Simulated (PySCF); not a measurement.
**Run report: SiPH4Cl, geometry relaxation**

- system: SiPH4Cl, SMILES P[SiH2]Cl
- method: PBE0-D3(BJ)/def2-SVP geometry optimisation, gas phase (PySCF 2.14.0)

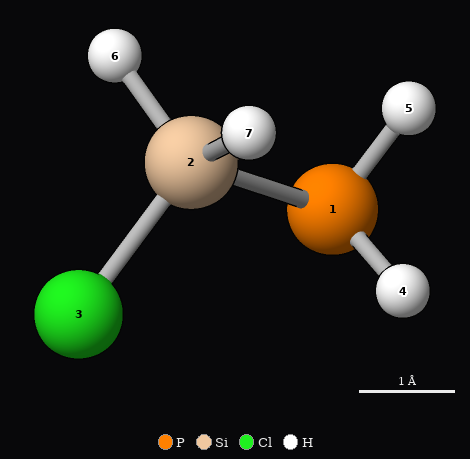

The input geometry (ball-and-stick view, seen at a tilt; atoms are numbered from 1 in the order of the input).

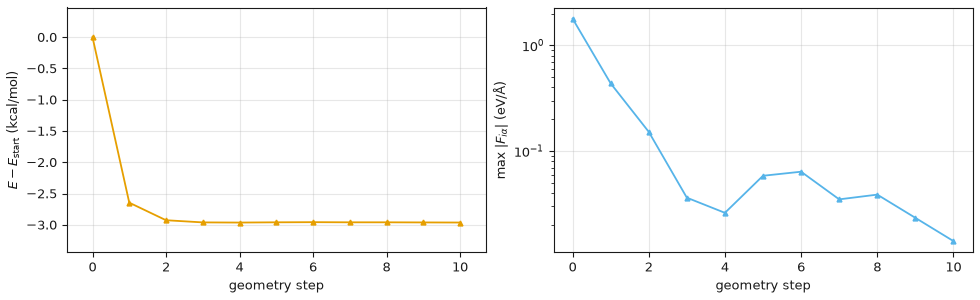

Progress of the relaxation, step by step (steps are counted from 0).

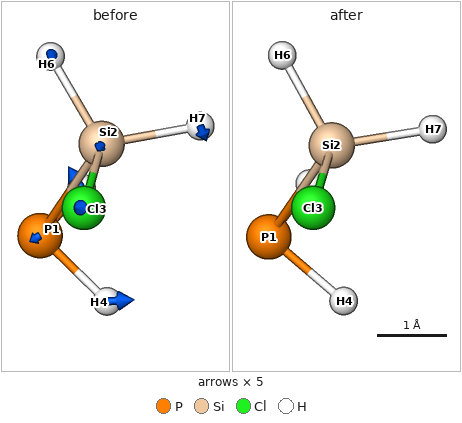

Before (left) and after (right) the relaxation, at one scale (ball-and-stick view, seen at an oblique angle). The blue arrows give the displacements, magnified 5 times. The largest move after the best rigid fit is that of H4, 0.085 Å. Largest moves by element: H 0.085 Å, Cl 0.052 Å, P 0.038 Å, Si 0.031 Å. Distances before and after: P1–H4 1.361 → 1.429 Å, P1–H5 1.377 → 1.432 Å, Si2–Cl3 2.024 → 2.071 Å, Si2–H7 1.464 → 1.491 Å. Among the angles that change: Si2–P1–H4 96.6° → 93.0°. The energy falls by 2.96 kcal/mol in 10 geometry steps. Largest force component: 1.8 eV/Å at the start, 0.014 eV/Å at the end. (Atoms are counted from 1 in the order of the input.)

The input that produced these results follows, with the program's output.

Input file:
```
{"job": {"xc": "PBE0", "basis": "def2-SVP", "d3": "d3bj", "grid": 1, "shake": 0.01, "kind": "geom"}, "charge": 0, "multiplicity": 1}
P      1.355720    -0.178120    -0.671320
Si    -0.766620     0.212130     0.027030
Cl    -1.938980    -1.259250    -0.718170
H      1.593670    -1.244550     0.139830
H      1.905780     0.718220     0.217130
H     -1.201820     1.500800    -0.528180
H     -0.913800     0.221670     1.483760
```

The first line tells a small driver script what to run in PySCF; the rest is the geometry in Å.

Command:
```bash
OMP_NUM_THREADS=1 python <driver script> task.json out
```

Output:
```
step   0  E = -1092.74518056  max force = 0.034854
step   1  E = -1092.74939708  max force = 0.008506
step   2  E = -1092.74984460  max force = 0.002962
step   3  E = -1092.74989989  max force = 0.000706
step   4  E = -1092.74990397  max force = 0.000507
step   5  E = -1092.74989773  max force = 0.001138
step   6  E = -1092.74989395  max force = 0.001242
step   7  E = -1092.74989774  max force = 0.000681
step   8  E = -1092.74989774  max force = 0.000755
step   9  E = -1092.74990065  max force = 0.000455
step  10  E = -1092.74990323  max force = 0.000274
optimisation converged
```

Trajectory as extended XYZ (Å, eV, eV/Å), 11 frames, from step=0 to step=10:
```
7
Properties=species:S:1:pos:R:3:forces:R:3 step=0 energy=-29735.11093
P     1.3557   -0.1781   -0.6713   -0.7540   0.5436  -1.7923
Si   -0.7666    0.2121    0.0270    0.8798   0.2038  -0.0007
Cl   -1.9390   -1.2592   -0.7182   -0.5915  -0.7072  -0.3599
H     1.5937   -1.2446    0.1398    0.1363  -1.3319   0.9961
H     1.9058    0.7182    0.2171    0.4893   0.8950   0.7734
H    -1.2018    1.5008   -0.5282   -0.0929   0.3707  -0.1411
H    -0.9138    0.2217    1.4838   -0.0669   0.0260   0.5245
7
Properties=species:S:1:pos:R:3:forces:R:3 step=1 energy=-29735.22567
P    -0.1224   -1.2245   -1.7897    0.1599  -0.1515   0.4374
Si   -2.2078   -0.8829   -0.9932   -0.2957  -0.2069  -0.1425
Cl   -3.4448   -2.3945   -1.7522    0.2537   0.2869   0.1461
H     0.1230   -2.3488   -0.9073   -0.0674   0.3418  -0.2377
H     0.4495   -0.2580   -0.8771   -0.1303  -0.2151  -0.1749
H    -2.6993    0.4277   -1.5096    0.0187  -0.0239  -0.0016
H    -2.3465   -0.9001    0.4926    0.0611  -0.0312  -0.0267
7
Properties=species:S:1:pos:R:3:forces:R:3 step=2 energy=-29735.23784
P    -0.1260   -1.2316   -1.7875    0.0432  -0.0391   0.0866
Si   -2.2084   -0.8800   -0.9955   -0.1523  -0.1242  -0.0854
Cl   -3.4360   -2.3853   -1.7462    0.1034   0.1343   0.0669
H     0.1111   -2.3363   -0.9066   -0.0189   0.0590  -0.0439
H     0.4360   -0.2741   -0.8799   -0.0114  -0.0256  -0.0330
H    -2.6965    0.4306   -1.5108    0.0055   0.0015   0.0034
H    -2.3287   -0.9045    0.4900    0.0306  -0.0059   0.0053
7
Properties=species:S:1:pos:R:3:forces:R:3 step=3 energy=-29735.23935
P    -0.1276   -1.2380   -1.7870    0.0016   0.0045  -0.0315
Si   -2.2104   -0.8793   -0.9977   -0.0363  -0.0329  -0.0211
Cl   -3.4385   -2.3754   -1.7420    0.0140   0.0318   0.0151
H     0.1023   -2.3351   -0.9033    0.0016  -0.0271   0.0215
H     0.4361   -0.2802   -0.8859    0.0087   0.0156   0.0065
H    -2.6945    0.4339   -1.5093    0.0015   0.0047   0.0050
H    -2.3158   -0.9071    0.4889    0.0089   0.0033   0.0044
7
Properties=species:S:1:pos:R:3:forces:R:3 step=4 energy=-29735.23946
P    -0.1287   -1.2438   -1.7890   -0.0033   0.0007  -0.0261
Si   -2.2107   -0.8785   -0.9981    0.0038   0.0004   0.0004
Cl   -3.4452   -2.3675   -1.7388   -0.0105   0.0014   0.0012
H     0.0986   -2.3388   -0.9012    0.0020  -0.0177   0.0154
H     0.4378   -0.2834   -0.8916    0.0038   0.0082   0.0038
H    -2.6912    0.4372   -1.5068    0.0021   0.0040   0.0034
H    -2.3090   -0.9064    0.4891    0.0021   0.0029   0.0019
7
Properties=species:S:1:pos:R:3:forces:R:3 step=5 energy=-29735.23929
P    -0.1328   -1.2609   -1.7962   -0.0100  -0.0119   0.0002
Si   -2.2096   -0.8751   -0.9972    0.0585   0.0471   0.0290
Cl   -3.4663   -2.3453   -1.7283   -0.0408  -0.0377  -0.0153
H     0.0898   -2.3501   -0.8976    0.0003   0.0073  -0.0051
H     0.4419   -0.2948   -0.9088   -0.0047  -0.0082  -0.0060
H    -2.6785    0.4473   -1.4994    0.0039   0.0028  -0.0010
H    -2.2929   -0.9023    0.4912   -0.0071   0.0005  -0.0018
7
Properties=species:S:1:pos:R:3:forces:R:3 step=6 energy=-29735.23919
P    -0.1364   -1.2729   -1.8020   -0.0112  -0.0170   0.0171
Si   -2.2078   -0.8716   -0.9954    0.0639   0.0539   0.0323
Cl   -3.4813   -2.3302   -1.7194   -0.0407  -0.0403  -0.0157
H     0.0841   -2.3589   -0.8978   -0.0018   0.0184  -0.0158
H     0.4448   -0.3045   -0.9204   -0.0071  -0.0159  -0.0125
H    -2.6683    0.4548   -1.4949    0.0052   0.0014  -0.0024
H    -2.2835   -0.8978    0.4935   -0.0083  -0.0006  -0.0030
7
Properties=species:S:1:pos:R:3:forces:R:3 step=7 energy=-29735.23929
P    -0.1384   -1.2786   -1.8056   -0.0060  -0.0209   0.0350
Si   -2.2057   -0.8693   -0.9935    0.0258   0.0268   0.0148
Cl   -3.4898   -2.3236   -1.7138   -0.0116  -0.0100  -0.0014
H     0.0825   -2.3643   -0.9002   -0.0052   0.0269  -0.0242
H     0.4457   -0.3102   -0.9253   -0.0067  -0.0207  -0.0194
H    -2.6618    0.4587   -1.4933    0.0063  -0.0004  -0.0025
H    -2.2809   -0.8938    0.4954   -0.0026  -0.0017  -0.0024
7
Properties=species:S:1:pos:R:3:forces:R:3 step=8 energy=-29735.23929
P    -0.1414   -1.2863   -1.8097   -0.0053  -0.0201   0.0388
Si   -2.2037   -0.8663   -0.9915    0.0062   0.0138   0.0064
Cl   -3.4997   -2.3141   -1.7067    0.0031   0.0035   0.0047
H     0.0789   -2.3706   -0.9026   -0.0063   0.0257  -0.0248
H     0.4474   -0.3180   -0.9324   -0.0043  -0.0207  -0.0215
H    -2.6540    0.4637   -1.4911    0.0065  -0.0006  -0.0022
H    -2.2758   -0.8896    0.4975    0.0001  -0.0016  -0.0014
7
Properties=species:S:1:pos:R:3:forces:R:3 step=9 energy=-29735.23937
P    -0.1431   -1.2891   -1.8110   -0.0064  -0.0141   0.0234
Si   -2.2029   -0.8647   -0.9901   -0.0073   0.0026  -0.0003
Cl   -3.5023   -2.3112   -1.7039    0.0102   0.0127   0.0088
H     0.0772   -2.3727   -0.9044   -0.0048   0.0119  -0.0144
H     0.4484   -0.3217   -0.9353    0.0011  -0.0130  -0.0163
H    -2.6508    0.4658   -1.4906    0.0052   0.0004  -0.0013
H    -2.2749   -0.8875    0.4988    0.0020  -0.0005   0.0002
7
Properties=species:S:1:pos:R:3:forces:R:3 step=10 energy=-29735.23944
P    -0.1438   -1.2891   -1.8108   -0.0075  -0.0118   0.0111
Si   -2.2031   -0.8643   -0.9896   -0.0063   0.0015  -0.0017
Cl   -3.5008   -2.3119   -1.7043    0.0081   0.0141   0.0100
H     0.0764   -2.3724   -0.9045   -0.0029   0.0034  -0.0078
H     0.4491   -0.3223   -0.9361    0.0041  -0.0069  -0.0110
H    -2.6507    0.4661   -1.4904    0.0033   0.0003  -0.0010
H    -2.2755   -0.8872    0.4993    0.0012  -0.0005   0.0004
```

Key numbers:

| quantity | value |
| --- | --- |
| outcome | converged |
| total energy | −1092.749903 hartree |
| dipole moment | 1.81 D |
| point group | C1 |
| hardware | 1 CPU thread, shared host |
| wall time | 14 s |
| peak memory | 0.33 GiB |
